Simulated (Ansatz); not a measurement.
## BaSrF4: complex band structure

A new crystal, BaSrF4: structure, gap and complex bands. It is built by putting F for I, Sr for Ca in the BaCaI4 structure of space group P2/m, with the volume rescaled by atomic radii. The parent structure comes from the Materials Project.

Method: r2SCAN DFT, plane waves, PAW files, in the first sound run; inputs show where later runs differ, in Ansatz 0.2.0.

The structure was built from a prototype and need not be the compound's stable phase.

## Step 1: Starting point

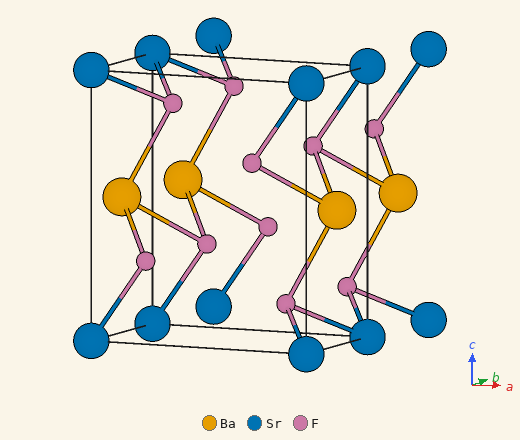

The cell as given, slightly off an axis (barium orange, strontium blue, fluorine pink). 1×2×1 cells are drawn. Some periodic images of atoms are drawn too.

## Step 2: Cell and atoms at rest

The substituted atoms don't fit the parent's cell, so cell and atoms relax together. A small smearing keeps the run stable in case the gap closes on the way.

Contents of input.yaml:

```yaml
crystal:
  lattice:
    - [6.0802436656, 0.0, 0.0]
    - [0.0, 4.0107898805, 0.0]
    - [-0.0654498644, 0.0, 7.0830170284]
  atoms:
    - { symbol: Ba, position: [0.0, 0.5, 0.5] }
    - { symbol: Sr, position: [0.0, 0.0, 0.0] }
    - { symbol: F, position: [0.252861, 0.0, 0.307026] }
    - { symbol: F, position: [0.236918, 0.5, 0.857288] }
    - { symbol: F, position: [0.763082, 0.5, 0.142712] }
    - { symbol: F, position: [0.747139, 0.0, 0.692974] }
kpoints:
  mp_grid: { grid: [4, 6, 4] }
scf:
  occupations: { method: gaussian, width: 0.03 }
hamiltonian:
  xc: r2scan
output:
  forces: true
  stress: true
relax:
  f_tol: 0.02
  max_steps: 60
  cell: {}
```

Started as:

```console
> ansatz run input.yaml --threads 2 --pin off --max-ram 4096MiB --backend cpu --events-out ev --progress --plain --runs-dir out
```

Numbers of over 12 decimals in the logs are rounded to 6 here.

Output:

```text
Engine: ansatz 0.2.0, x86_64-unknown-linux-gnu
Pseudopotentials: kind: paw
Pseudopotential: Ba, paw, valence charge 10, recommended cutoff 500 eV (meta_gga), Ba.paw.azcp
Pseudopotential: Sr, paw, valence charge 10, recommended cutoff 500 eV (meta_gga), Sr.paw.azcp
Pseudopotential: F, paw, valence charge 7, recommended cutoff 500 eV (meta_gga), F.paw.azcp
Functional definition: r2SCAN
  parameter k0 = 0.174
  parameter k1 = 0.065
  parameter a1 = 4.9479
  exchange = r2scan_x(k0 = k0, k1 = k1, a1 = a1)
  correlation = r2scan_c
Crystal: 6 atoms, lattice volume = 172.731 Å³
Basis set: ecut = 500 eV, 4397 PW (Γ), exchange–correlation on 180×120×216 points (64 copies of the dense FFT grid, shifted against one another)
Bands: 30, of which v1, the nominal top of the filled ones, is band 24 counted from 1 (23 counted from 0)
Symmetry: 4 space group operations
Space group: P2/m (ITA 10), of the structure as read, at distance tolerance 5.6e-5 Å
k-points: 40 of 96
Non-local potential: Ba, projectors of the file, l = 0: 3, l = 1: 2, l = 2: 2, l = 3: 2
Non-local potential: Sr, projectors of the file, l = 0: 3, l = 1: 2, l = 2: 2
Non-local potential: F, projectors of the file, l = 0: 2, l = 1: 2, l = 2: 1
PAW form: soft (Blöchl's): semilocal exchange-correlation on the pseudo side does not see the compensation charge
PAW frozen core: Ba, regenerated for the run's functional (the file was generated under x = pbe(κ = 0.804, μ = 0.219515), c = pbe(β = 0.066725))
PAW frozen core: Sr, regenerated for the run's functional (the file was generated under x = pbe(κ = 0.804, μ = 0.219515), c = pbe(β = 0.066725))
PAW frozen core: F, regenerated for the run's functional (the file was generated under x = pbe(κ = 0.804, μ = 0.219515), c = pbe(β = 0.066725))
PAW one-centre angular grid: Ba, 302 points (default); XC on 160 Gauss nodes
PAW one-centre angular grid: Sr, 302 points (default); XC on 160 Gauss nodes
PAW one-centre angular grid: F, 302 points (default); XC on 160 Gauss nodes
Initial density: superposition of atomic densities (neutral atoms: chi_scale 0, normalization atom), corrected by the library's trained network
Initial wavefunctions: pseudopotential atomic-orbital guess
Functional: x = r2scan, c = r2scan; τ floored in thin density (d = 2e-4 eV/Å³)
SCF iter   1: F=—  HF=-12768.332995 eV  |F-HF|=—  |Δ(HF+E_count)|=         —  Δρ=9.91e-3  dr2=1.97e-1  dr2_τ=1.10e-1  ethr=1.77e-3  ⟨swp⟩=10.6  Hψ=7781  notcnv=0  defer=3
preconditioner: auto → Resta (q_TF=auto, 2.204 Å⁻¹)  ε∞=2.5  [insulator: Δε(μ)=6.014 eV  Ē_g=15.259 eV  σ=0.030 eV  W_gap=1.00  n_scr=34 (ndim 8)  ℏωp=18.7 eV  f_vac=0.306  D(μ)=0.00/eV (n_scr^D=0)  ε∞_Penn≈2.5]
SCF iter   2: F=—  HF=-12768.487988 eV  |F-HF|=—  |Δ(HF+E_count)|=   1.55e-1  Δρ=5.53e-3  dr2=1.83e-2  dr2_τ=6.13e-3  ethr=4.10e-4  ⟨swp⟩=3.2  Hψ=2764  notcnv=0  defer=61
SCF iter   3: F=—  HF=-12768.485576 eV  |F-HF|=—  |Δ(HF+E_count)|=   2.41e-3  Δρ=1.74e-3  dr2=4.28e-3  dr2_τ=4.53e-4  ethr=3.81e-5  ⟨swp⟩=2.0  Hψ=2200  notcnv=0  defer=21
automatic band count: iteration 3 solves 29 bands in place of 30: the levels show a gap, and the empty bands left out lie too high to hold charge; the band table lists the bands solved (type scf.n_extra_bands for more)
SCF iter   4: F=—  HF=-12768.484644 eV  |F-HF|=—  |Δ(HF+E_count)|=   9.31e-4  Δρ=4.19e-4  dr2=2.64e-4  dr2_τ=1.58e-5  ethr=8.91e-6  ⟨swp⟩=2.0  Hψ=1845  notcnv=0  defer=21
SCF iter   5: F=—  HF=-12768.484688 eV  |F-HF|=—  |Δ(HF+E_count)|=   4.35e-5  Δρ=2.05e-4  dr2=4.75e-5  dr2_τ=4.55e-6  ethr=5.49e-7  ⟨swp⟩=2.0  Hψ=1859  notcnv=0  defer=21
SCF iter   6: F=—  HF=-12768.484705 eV  |F-HF|=—  |Δ(HF+E_count)|=   1.73e-5  Δρ=3.36e-5  dr2=2.32e-6  dr2_τ=2.11e-7  ethr=9.89e-8  ⟨swp⟩=2.0  Hψ=1956  notcnv=0  defer=21
SCF iter   7: F=—  HF=-12768.484708 eV  |F-HF|=—  |Δ(HF+E_count)|=   2.74e-6  Δρ=9.85e-6  dr2=2.25e-7  dr2_τ=3.60e-8  ethr=4.83e-9  ⟨swp⟩=2.0  Hψ=2042  notcnv=0  defer=21
SCF iter   8: F=-12768.484708 eV  HF=-12768.484708 eV  |F-HF|=4.55e-8  |Δ(HF+E_count)|=   3.56e-7  Δρ=1.94e-6  dr2=1.74e-8  dr2_τ=2.42e-9  ethr=2.08e-10  ⟨swp⟩=5.0  Hψ=4666  notcnv=0
SCF 1 converged in 8 iterations: F = -12768.484708 eV  dr2 = 1.74e-8
  greatest PAW one-centre occupation: 0.988 electrons in one spin orbital (limit 2), on the Sr atom at site 1 (counted from 0), in its partial waves of l = 0
relax step   1: F+E_penalty+E_count = -12768.48470839 eV  Δ(F+E_penalty+E_count) = +0.000e0 eV  max|allowed force component| = 2.049e0 eV/Å  Δτ_max = 0.0000 Å  P = -7.306 GPa  Ω = 172.731 Å³  (8 SCF iters, dr2 threshold 1.00e-7 eV, accepted)
Crystal: 6 atoms, lattice volume = 162.336 Å³
Basis set: ecut = 500 eV, 4103 PW (Γ), exchange–correlation on 180×120×216 points (64 copies of the dense FFT grid, shifted against one another)
Initial density: handed on by an earlier stage of this run
Initial wavefunctions: those handed on with the density
iter 1 solved again at ethr=8.41e-4 eV; its pass at ethr=3.10e-3 eV (dr2=4.04e-1 eV) is discarded
SCF iter   1: F=—  HF=-12770.599739 eV  |F-HF|=—  |Δ(HF+E_count)|=         —  Δρ=2.35e-2  dr2=4.10e-1  dr2_τ=7.99e0  ethr=8.41e-4  ⟨swp⟩=1.1  Hψ=6856  notcnv=0
automatic band count: iteration 1 solves 28 bands in place of 30: the levels show a gap, and the empty bands left out lie too high to hold charge; the band table lists the bands solved (type scf.n_extra_bands for more)
preconditioner: auto → Resta (q_TF=auto, 2.227 Å⁻¹)  ε∞=2.7  [insulator: Δε(μ)=6.100 eV  Ē_g=14.992 eV  σ=0.030 eV  W_gap=1.00  n_scr=34 (ndim 8)  ℏωp=19.3 eV  f_vac=0.312  D(μ)=0.00/eV (n_scr^D=0)  ε∞_Penn≈2.7]
SCF iter   2: F=—  HF=-12770.136703 eV  |F-HF|=—  |Δ(HF+E_count)|=   4.63e-1  Δρ=8.77e-3  dr2=5.68e-2  dr2_τ=1.17e-2  ethr=8.41e-4  ⟨swp⟩=3.1  Hψ=2357  notcnv=0
SCF iter   3: F=—  HF=-12770.142112 eV  |F-HF|=—  |Δ(HF+E_count)|=   5.41e-3  Δρ=2.60e-3  dr2=8.31e-3  dr2_τ=1.06e-3  ethr=1.18e-4  ⟨swp⟩=2.9  Hψ=1932  notcnv=0
SCF iter   4: F=—  HF=-12770.144441 eV  |F-HF|=—  |Δ(HF+E_count)|=   2.33e-3  Δρ=8.82e-4  dr2=1.73e-3  dr2_τ=7.93e-5  ethr=1.73e-5  ⟨swp⟩=2.0  Hψ=2149  notcnv=0
SCF iter   5: F=—  HF=-12770.145068 eV  |F-HF|=—  |Δ(HF+E_count)|=   6.26e-4  Δρ=5.61e-4  dr2=3.90e-4  dr2_τ=3.46e-5  ethr=3.61e-6  ⟨swp⟩=2.0  Hψ=2127  notcnv=0
SCF iter   6: F=—  HF=-12770.145293 eV  |F-HF|=—  |Δ(HF+E_count)|=   2.26e-4  Δρ=1.27e-4  dr2=1.86e-5  dr2_τ=1.58e-6  ethr=8.12e-7  ⟨swp⟩=2.0  Hψ=2011  notcnv=0
SCF iter   7: F=—  HF=-12770.145326 eV  |F-HF|=—  |Δ(HF+E_count)|=   3.31e-5  Δρ=1.22e-4  dr2=1.48e-5  dr2_τ=1.27e-6  ethr=3.88e-8  ⟨swp⟩=2.0  Hψ=2000  notcnv=0
[...]
relax step   8: F+E_penalty+E_count = -12770.82342160 eV  Δ(F+E_penalty+E_count) = -1.062e-2 eV  max|allowed force component| = 1.339e-1 eV/Å  Δτ_max = 0.0540 Å  P = +0.212 GPa  Ω = 142.926 Å³  energy of the carried Pulay correction = +8.622e-3 eV  (7 SCF iters, dr2 threshold 4.25e-7 eV, accepted)
relax step   9: F+E_penalty+E_count = -12770.84205418 eV  Δ(F+E_penalty+E_count) = -1.863e-2 eV  max|allowed force component| = 1.400e-1 eV/Å  Δτ_max = 0.0825 Å  P = +0.151 GPa  Ω = 134.752 Å³  energy of the carried Pulay correction = +1.153e-2 eV  (8 SCF iters, dr2 threshold 6.00e-7 eV, accepted)
relax step  10: F+E_penalty+E_count = -12770.86850352 eV  Δ(F+E_penalty+E_count) = -2.645e-2 eV  max|allowed force component| = 1.211e-1 eV/Å  Δτ_max = 0.1216 Å  P = +0.228 GPa  Ω = 125.716 Å³  energy of the carried Pulay correction = +1.511e-2 eV  (8 SCF iters, dr2 threshold 6.00e-7 eV, accepted)
relax step  11: F+E_penalty+E_count = -12770.89050033 eV  Δ(F+E_penalty+E_count) = -2.200e-2 eV  max|allowed force component| = 4.953e-2 eV/Å  Δτ_max = 0.1893 Å  P = +0.080 GPa  Ω = 116.849 Å³  energy of the carried Pulay correction = +1.907e-2 eV  (7 SCF iters, dr2 threshold 6.00e-7 eV, accepted)
relax step  12: F+E_penalty+E_count = -12770.87853242 eV  Δ(F+E_penalty+E_count) = +1.197e-2 eV  max|allowed force component| = 1.183e-1 eV/Å  Δτ_max = 0.0378 Å  P = -0.703 GPa  Ω = 120.143 Å³  energy of the carried Pulay correction = +1.754e-2 eV  (7 SCF iters, dr2 threshold 5.96e-7 eV, rejected (line search))
relax step  13: F+E_penalty+E_count = -12770.89230807 eV  Δ(F+E_penalty+E_count) = -1.808e-3 eV  max|allowed force component| = 7.245e-2 eV/Å  Δτ_max = 0.0264 Å  P = +0.309 GPa  Ω = 115.463 Å³  energy of the carried Pulay correction = +1.973e-2 eV  (10 SCF iters, accepted)
relax step  14: F+E_penalty+E_count = -12770.89432973 eV  Δ(F+E_penalty+E_count) = -2.022e-3 eV  max|allowed force component| = 1.462e-2 eV/Å  Δτ_max = 0.0185 Å  P = +0.058 GPa  Ω = 116.052 Å³  energy of the carried Pulay correction = +1.945e-2 eV  (6 SCF iters, dr2 threshold 3.68e-7 eV, accepted)
relax step  15: F+E_penalty+E_count = -12770.89440598 eV  Δ(F+E_penalty+E_count) = -7.625e-5 eV  max|allowed force component| = 1.439e-3 eV/Å  Δτ_max = 0.0027 Å  P = +0.008 GPa  Ω = 116.037 Å³  energy of the carried Pulay correction = +1.946e-2 eV  (5 SCF iters, dr2 threshold 2.51e-8 eV, accepted)
relax step  16: F+E_penalty+E_count = -12770.87812455 eV  Δ(F+E_penalty+E_count) = +1.628e-2 eV  max|allowed force component| = 2.530e-3 eV/Å  Δτ_max = 0.0000 Å  P = +0.003 GPa  Ω = 116.037 Å³  stress off target by 5.03e-2 GPa  SCF on the basis re-selected at this cell (its energy is not comparable with the rows above)  (8 SCF iters)
relax step  17: F+E_penalty+E_count = -12770.87861749 eV  Δ(F+E_penalty+E_count) = -4.929e-4 eV  max|allowed force component| = 1.882e-3 eV/Å  Δτ_max = 0.0126 Å  P = +0.006 GPa  Ω = 115.367 Å³  energy of the carried Pulay correction = +2.921e-4 eV  (7 SCF iters, dr2 threshold 6.33e-9 eV, accepted)
relax step  18: F+E_penalty+E_count = -12770.87896235 eV  Δ(F+E_penalty+E_count) = -3.449e-4 eV  max|allowed force component| = 7.410e-4 eV/Å  Δτ_max = 0.0129 Å  P = +0.005 GPa  Ω = 114.731 Å³  energy of the carried Pulay correction = +5.715e-4 eV  (9 SCF iters, accepted)
iter 1 solved again at ethr=5.92e-7 eV; its pass at ethr=3.10e-3 eV (dr2=2.84e-4 eV) is discarded
SCF iter   1: F=—  HF=-12770.878355 eV  |F-HF|=—  |Δ(HF+E_count)|=         —  Δρ=5.36e-5  dr2=2.83e-7  dr2_τ=1.25e-6  ethr=5.92e-7  ⟨swp⟩=3.0  Hψ=10956  notcnv=0
eigensolver tolerance schedule: the retry pair's looser diagonalisation over-reported the residual by 1002.93 of it (diagonalisation noise at 0.24 of the residual, at the tolerance the schedule requests for it); recorded, not acted on — ethr = c·dr2/N_el stays at c = 1.0e-1
preconditioner: auto → Resta (q_TF=auto, 2.359 Å⁻¹)  ε∞=2.9  [insulator: Δε(μ)=6.535 eV  Ē_g=17.036 eV  σ=0.030 eV  W_gap=1.00  n_scr=26 (ndim 8)  ℏωp=23.5 eV  f_vac=0.140  D(μ)=0.00/eV (n_scr^D=0)  ε∞_Penn≈2.9]
SCF iter   2: F=—  HF=-12770.878356 eV  |F-HF|=—  |Δ(HF+E_count)|=   4.11e-7  Δρ=2.69e-5  dr2=7.22e-8  dr2_τ=2.42e-7  ethr=5.90e-10  ⟨swp⟩=3.1  Hψ=2483  notcnv=0
SCF iter   3: F=—  HF=-12770.878354 eV  |F-HF|=—  |Δ(HF+E_count)|=   1.30e-6  Δρ=3.72e-6  dr2=5.14e-9  dr2_τ=2.38e-9  ethr=1.50e-10  ⟨swp⟩=2.0  Hψ=2080  notcnv=0
SCF iter   4: F=—  HF=-12770.878354 eV  |F-HF|=—  |Δ(HF+E_count)|=   4.59e-9  Δρ=6.35e-7  dr2=1.15e-10  dr2_τ=9.18e-11  ethr=1.07e-11  ⟨swp⟩=2.0  Hψ=2038  notcnv=0
SCF iter   5: F=-12770.878354 eV  HF=-12770.878354 eV  |F-HF|=1.09e-11  |Δ(HF+E_count)|=  2.29e-10  Δρ=2.35e-7  dr2=1.77e-11  dr2_τ=6.79e-12  ethr=1.00e-12  ⟨swp⟩=5.0  Hψ=4852  notcnv=0
SCF 19 converged in 5 iterations: F = -12770.878354 eV  dr2 = 1.77e-11
relax step  19: F+E_penalty+E_count = -12770.87835427 eV  Δ(F+E_penalty+E_count) = +6.081e-4 eV  max|allowed force component| = 7.872e-4 eV/Å  Δτ_max = 0.0000 Å  P = +0.010 GPa  Ω = 114.731 Å³  stress off target by 1.46e-2 GPa  SCF on the basis re-selected at this cell (its energy is not comparable with the rows above)  (5 SCF iters)
basis re-selected at this cell: Δ(F+E_penalty+E_count) = +6.081e-4 eV, ΔP = +0.006 GPa vs the last step (what re-selecting the basis moved, of the pressure what is left beyond the Pulay correction that the steps carried, after the strain that the cell walked since its last selection, with what the two solves' SCF thresholds leave and, on support functions, any second-order correction that the steps lacked; it is no m [...]
SCF converged after 5 iterations
Free energy (F): -12770.878354 eV
Harris-Foulkes:  -12770.878354 eV  (|F-HF|=1.09e-11)
Internal energy: -12770.878354 eV  (E = F + TS)
E sigma→0 (E₀):  -12770.878354 eV
Fermi energy:    5.677595 eV
--- Per-component energies (eV) ---
  E_band       = -310.976899
  E_kinetic    = 1250.882988
  E_local      = -3504.009064  (includes V_loc(G=0)·N_el)
  E_nonlocal   = 548.078120
  E_hartree    = 1246.363474
  E_xc         = -641.814446
  E_vxc        = -796.918862  (∫ρ·V_xc dr)
  E_paw        = -8778.791172  (= ΣΔE_a)
  E_vpaw       = -353.752577  (= ΣTr[D̂ρ^β])
  E_aug_tail   = 0.004108  (compensation charges beyond the density's cutoff)
  E_vtau       = 52.011485  (kinetic-family band-sum trace: ∫τ·v_τ [+ j·A + Jᵃ·Aᵃ] dr)
  E_ewald      = -2891.391175
  E_core_change = -0.201187  (= ΣΔE_core)
  E_smearing   = -0.000000  (= −TS)
  E_closure    = 0.000000  (closes the sum)
  Σ components = -12770.878354   (vs F -12770.878354, Δ=0.00e0)
--- Forces (eV/Å), atoms counted from 1 ---
  atom   1  Ba     0.00000000     0.00000000     0.00000000
  atom   2  Sr     0.00000000     0.00000000    -0.00000000
  atom   3  F      0.00078724     0.00000000    -0.00016124
  atom   4  F     -0.00008770     0.00000000    -0.00027872
  atom   5  F      0.00008770     0.00000000     0.00027872
  atom   6  F     -0.00078724     0.00000000     0.00016124
  max |Σ_I F_I| component: 1.08e-19 eV/Å
--- Stress (GPa, compression-positive) ---
        0.014611       0.000000      -0.000183
        0.000000       0.008609       0.000000
       -0.000183       0.000000       0.008123
  P = ⅓ Tr σ = 0.0104 GPa (0.104 kbar)
--- Relaxed structure (17 steps of the walk, 16 accepted, 2 SCFs on fresh bases) ---
  F+E_penalty+E_count = -12770.87835427 eV   max|allowed force component| = 7.872e-4 eV/Å   (the final SCF, on the basis selected at the relaxed cell)
  cell:  # Å, volume = 114.7314 Å³
    - [4.147085, -7.829238130975359e-17, -0.352598]
    - [-5.1645017526846085e-17, 3.889258, 8.201450465019494e-18]
    - [-0.455390, 1.532645053141418e-17, 7.152041]
  atoms:
    - { symbol: Ba, position: [6.938893903907228e-18, 0.500000, 0.5] }
    - { symbol: Sr, position: [1.1465525368361595e-18, 0, 0] }
    - { symbol: F, position: [0.259769, 9.602392113413523e-18, 0.331514] }
    - { symbol: F, position: [0.220103, 0.500000, 0.856573] }
    - { symbol: F, position: [0.779897, 0.500000, 0.143427] }
    - { symbol: F, position: [0.740231, -9.602392113413523e-18, 0.668486] }
```

Elapsed: 67 s, on 2 threads of AMD EPYC 9R45 (Zen 5), shared host; peak memory 0.94 GiB; 2.2 min of CPU time.

Step by step:

| step | energy less that of the first step (eV) | largest force component (eV/Å) | pressure (GPa) | volume (Å³) |
| --- | --- | --- | --- | --- |
| 1 | 0.0000 | 2.0494 | -7.31 | 172.73 |
| 2 | -1.6606 | 1.1749 | -4.23 | 162.34 |
| 3 | -2.2325 | 0.1011 | 1.37 | 152.13 |
| 4 | -2.3077 | 0.0982 | -0.02 | 158.22 |
| 5 | -2.3182 | 0.0137 | -0.10 | 159.44 |
| 6 | -2.3196 | 0.0041 | -0.07 | 158.64 |
| 7 | -2.3281 | 0.0824 | 0.07 | 151.13 |
| 8 | -2.3387 | 0.1339 | 0.21 | 142.93 |
| 9 | -2.3573 | 0.1400 | 0.15 | 134.75 |
| 10 | -2.3838 | 0.1211 | 0.23 | 125.72 |
| 11 | -2.4058 | 0.0495 | 0.08 | 116.85 |
| 12 | -2.3938 | 0.1183 | -0.70 | 120.14 |
| 13 | -2.4076 | 0.0724 | 0.31 | 115.46 |
| 14 | -2.4096 | 0.0146 | 0.06 | 116.05 |
| 15 | -2.4097 | 0.0014 | 0.01 | 116.04 |
| 16* | -2.3934 | 0.0025 | 0.00 | 116.04 |
| 17 | -2.3939 | 0.0019 | 0.01 | 115.37 |
| 18 | -2.3943 | 0.0007 | 0.00 | 114.73 |
| 19* | -2.3936 | 0.0008 | 0.01 | 114.73 |

Relaxation steps marked * repeat the geometry before them on a plane-wave basis chosen anew for their cell, so energy and pressure can jump there. Relaxation step 12 was tried and not accepted.

Forces are held to the 4 operations that the run works with; a distortion that breaks them can't arise in this run.

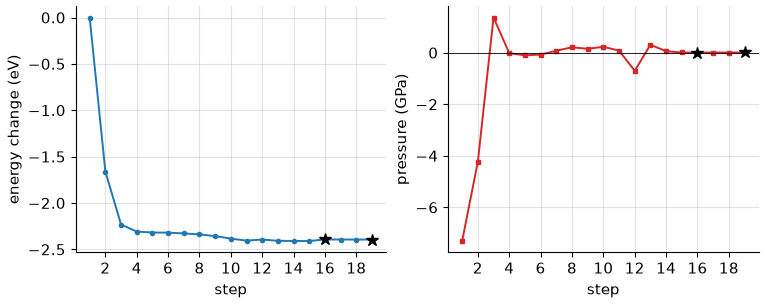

Energy and pressure along the relaxation. Stars mark steps on a basis chosen anew.

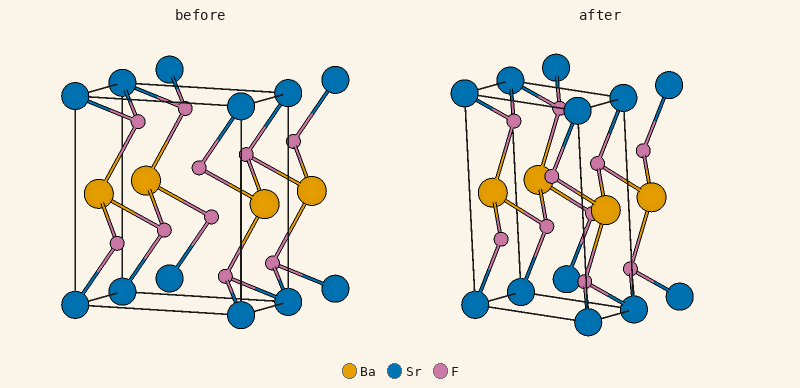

Before and after, at one scale.

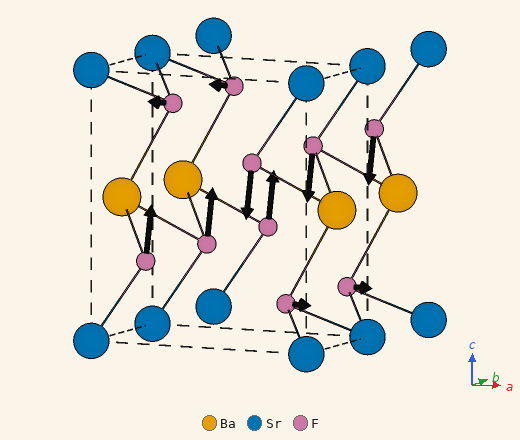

Displacements in the relaxation, exaggerated, measured against the changing cell; the longest in the cell stands for 0.17 Å. 1×2×1 cells are drawn. Some periodic images of atoms are drawn too.

| cell as run | before | after | change |
| --- | --- | --- | --- |
| a (Å) | 6.080 | 4.162 | -31.5 % |
| b (Å) | 4.011 | 3.889 | -3.0 % |
| c (Å) | 7.083 | 7.167 | +1.2 % |
| β (°) | 90.53 | 98.50 | +8.8 % |
| volume (Å³/atom) | 28.79 | 19.12 | -33.6 % |

The atoms that moved most (Å, as changes of fractional coordinates times the final cell):

| atom | dx | dy | dz | length |
| --- | --- | --- | --- | --- |
| F3 | 0.017 | 0.000 | 0.173 | 0.174 |
| F6 | -0.017 | 0.000 | -0.173 | 0.174 |
| F4 | -0.069 | 0.000 | 0.001 | 0.069 |
| F5 | 0.069 | 0.000 | -0.001 | 0.069 |

The relaxed structure:

```xyz
6
Lattice="4.1471 0.0000 -0.3526 0.0000 3.8893 0.0000 -0.4554 0.0000 7.1520" Properties=species:S:1:pos:R:3 pbc="T T T"
Ba   -0.2277    1.9446    3.5760
Sr    0.0000    0.0000    0.0000
F     0.9263    0.0000    2.2794
F     0.5227    1.9446    6.0486
F     3.1690    1.9446    0.7508
F     2.7654    0.0000    4.5200
```

This step gave:

- free energy: -12770.8784 eV
- Fermi energy: 5.678 eV
- pressure: 0.01045 GPa

The largest force component on a free atom ends at 7.9e-4 eV/Å.

[end of part 1 of 4]

[Logs are printed without paths, hosts, clocks, repeated set-up lines and the standing remarks that a program may print on its own settings, such as how far it seeks lower states.]

[Hosts, paths, dates, database ids (printed as entryN), source tags and the programs' standing remarks are cut or masked in the printed files.]

[New means built here by substitution; the compound itself may be known and measured.]
